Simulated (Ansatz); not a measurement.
**GaH3···NH3: density, localisation and related maps**

Input

```
crystal:
  periodic: [false, false, false]
  atoms:
    - { symbol: Ga, position_ang: [0.0, 0.0, 0.0] }
    - { symbol: "N", position_ang: [0.0, 0.0, 2.28] }
    - { symbol: H, position_ang: [-0.877, -0.2713, 2.81] }
    - { symbol: H, position_ang: [0.877, 0.2713, 2.81] }
    - { symbol: H, position_ang: [1.3596, 0.0, -0.785] }
    - { symbol: H, position_ang: [-1.3596, 0.0, -0.785] }
    - { symbol: H, position_ang: [-0.2339, 1.7591, 0.5897] }
    - { symbol: H, position_ang: [-0.1834, 1.3794, 1.5756] }
basis:
  gaussian: { orbitals: def2-SVP }
hamiltonian:
  xc: pbe
relax:
  f_tol: 0.15
  max_steps: 25
  restrain:
    - { distance: [0, 6], at: 1.57, k: 30.0 }
    - { distance: [7, 1], at: 1.06, k: 30.0 }
    - { distance: [0, 1], at: 3.13, k: 30.0 }
    - { distance: [7, 6], at: 1.86, k: 30.0 }
output:
  orbitals: {}
```

Command:

```sh
ansatz run input.yaml --threads 1 --pin off --max-ram 2048MiB --backend cpu --events-out ev --progress --plain --runs-dir out
```

The fields are those of the run's last geometry, not of the input's.

Not at a stationary point (largest force 0.8 eV/Å).

These are results of RKS PBE/def2-SVP (Ansatz 0.2.0), not measurements.

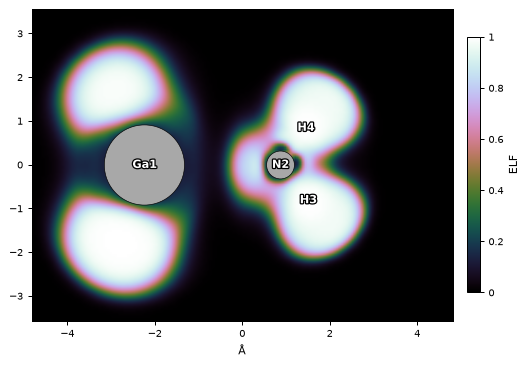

Figure 1. Electron localisation function on the plane of atoms H3, N2 and H4. Grey discs cover the atomic cores.

Interpret the plot.

- Atoms in the plane: Ga, N and H.
- N–H (1.03 Å): the ELF climbs to about 1 towards the hydrogen, as it does in any bond to H (a covalent bond by its length).

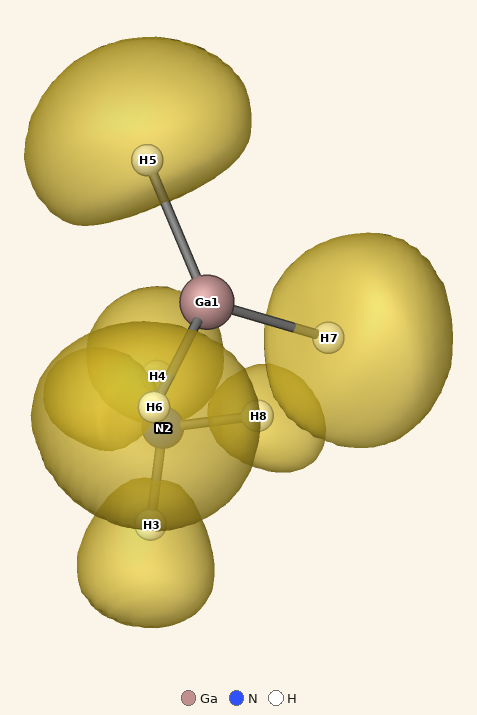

Figure 2. Isosurface of the ELF at 0.9 (yellow), seen at an oblique angle. Only the valence region is drawn (cores and ρ < 0.01 e/Å³ removed).

Identify the bonds, lone pairs and shells in this picture.

The ELF exceeds this value in six regions around hydrogen nuclei and one lobe on N, pointing away from the bonds (lone pairs). Along the contacts the grid gives the following. Ga1···H8 (2.74 Å): the ELF dips to about 0.05 between them.

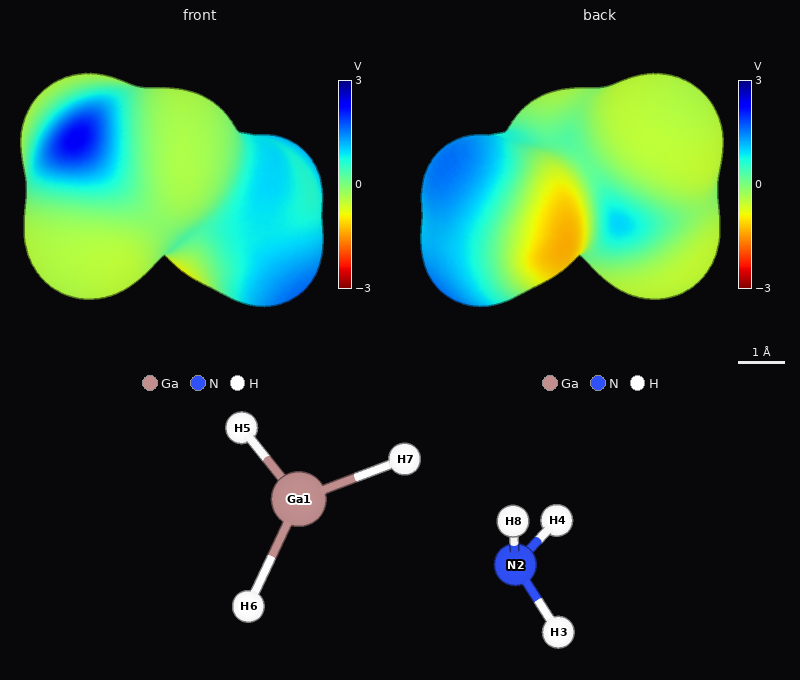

Figure 3. The molecular electrostatic potential painted on the density surface at 0.002 e/bohr³, seen from the front and from behind; the colour scale runs from red (negative) to blue (positive). The bare structure is drawn below in the same view.

Which sites attract a positive test charge, and which a negative one?

A positive charge is drawn to the negative regions and a negative charge to the positive ones. The most negative region (about −1.3 V) lies over N2, the most positive (about +2.1 V) over Ga1. N2 is the likeliest acceptor of a hydrogen bond.
